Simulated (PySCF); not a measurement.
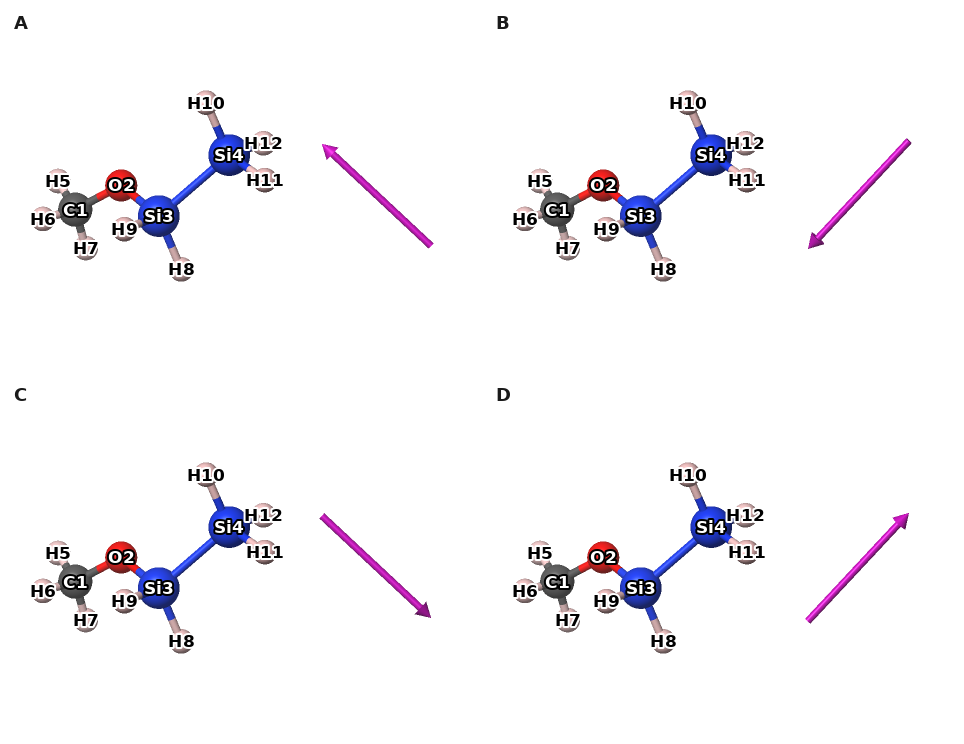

The same molecule four times, each with an arrow. The computed structure is the end point of a PBE0-D3(BJ)/def2-SVP optimisation. No frequency run is at hand to confirm it as a minimum. Level of theory: PBE0/pcSseg-1 in cyclohexane (IEF-PCM) (PySCF 2.14.0).

Question: Which arrow points along the dipole moment, from the negative to the positive end?

Answer: B. The dipole moment is 1.30 D; it points from the side of H10, H12 to the side of H6, H7 (the outermost atoms at the two ends).
